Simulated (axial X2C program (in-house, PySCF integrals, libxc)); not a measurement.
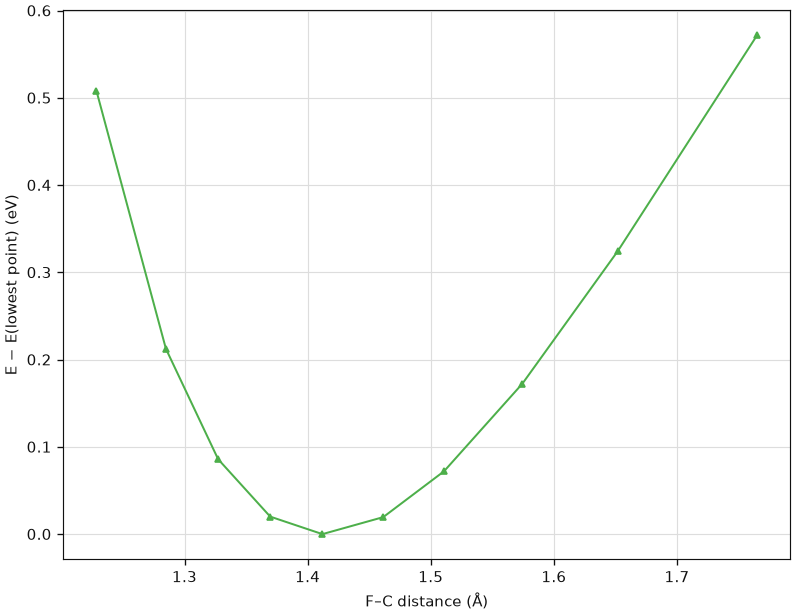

Energy at 10 bond lengths, for one set of occupations held fixed; the line joins the points. A polynomial of degree 6 through 9 points gives rₑ = 1.413 Å, ωₑ = 835.5 cm⁻¹, ωₑxₑ = 11 cm⁻¹ and Bₑ = 1.147 cm⁻¹. The minimum lies 2.74 eV below F⁻ + C, each computed as one determinant at the same level.

# Run report: FC⁻, relativistic diatomic calculation

System: FC⁻, single determinant with M_S = 1 and |Λ| = 0.
Method: BHandHLYP, spin-free X2C-1e, F dyall-av3z, C dyall-av3z (cores contracted) (axial X2C program (in-house, PySCF integrals, libxc)).

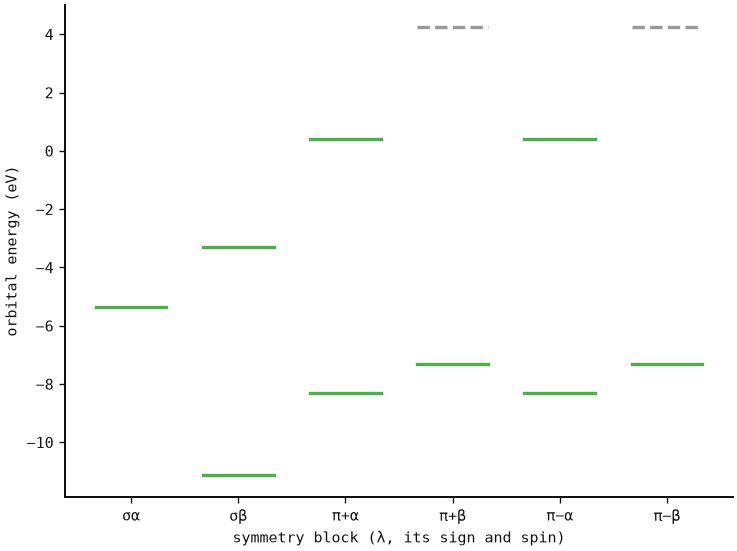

Orbital energies near the frontier at 1.41 Å, filled (solid) and empty (dashed); a label such as π−α means λ = −1 and α spin. The highest filled orbital (π−α; 79 % C p, 10 % F p) lies at 0.40 eV, the lowest empty one (π−β; 97 % C p, 3 % F p) at 4.24 eV. A filled level above zero is held only by the finite basis .

These pictures come from the run below.

### The input
```
{"zs": [9, 6], "q": -1, "bas": ["dyall-av3z", "dyall-av3z"], "levels": ["PBE0", "HF", "BHandHLYP"], "cc": true, "r0": 1.39, "thr": -2.0, "nmax": 90, "npts": 10, "nst": 2, "ntry": 6}
```

The line is the task of a batch: nuclear charges, charge, bases, the levels to run, a first guess of the distance and further settings. This report covers BHandHLYP without spin-orbit coupling. The log is that of the reference distance 1.412 Å.

Launched within a batch (the task file carries these settings):
```bash
python <driver script> task.json out
```

### Log
```
spin-free X2C-1e  BHandHLYP
basis functions 112  fitting functions 573  grid points 4347
iter        total energy     max residual
   1       -137.907397999     2.24e-02
   2       -137.908805117     6.59e-03
   3       -137.909114481     7.66e-03
   4       -137.909243950     6.02e-04
   5       -137.909250054     4.23e-04
   6       -137.909252247     9.83e-05
   7       -137.909252288     1.12e-05
   8       -137.909252290     4.73e-06
converged
one-electron -234.93363638  Coulomb 92.72390940  exact exchange -7.67622496  xc functional -8.26095573  nuclear repulsion 20.23765538
```

### The points of the curve

```tsv
R (Å)	E (hartree)	dipole (D; origin at the first atom, positive when the second is positive)	highest filled (eV)	lowest empty (eV)
1.228	−137.890572	−7.10	1.03	4.16
1.285	−137.901448	−6.79	0.85	4.19
1.327	−137.906097	−6.57	0.71	4.22
1.370	−137.908515	−6.37	0.56	4.23
1.412	−137.909252	−6.16	0.40	4.24
1.461	−137.908536	−5.93	0.22	4.25
1.511	−137.906604	−5.71	0.04	4.26
1.574	−137.902917	−5.43	−0.20	4.26
1.652	−137.897325	−5.10	−0.48	4.25
1.765	−137.888247	−4.64	−0.89	4.20
```

### Key numbers

```tsv
quantity	value
outcome	converged; a filled level lies above zero
bond length rₑ	1.413 Å
ωₑ	835.5 cm⁻¹
energy at the minimum	−137.90925 hartree
depth below the fragments	2.74 eV
largest ⟨S²⟩ along the curve	2.01
hardware	1 thread of Arm Neoverse V2, 24 GiB of memory available, shared host
wall time	3 s
peak memory	0.66 GiB
```

### Remarks

The highest filled level (BHandHLYP, up to 1.03 eV) lies above zero. That is common for anions, where the functional's self-interaction leaves the outer electrons unbound; only the finite basis holds them, so such levels depend on it.
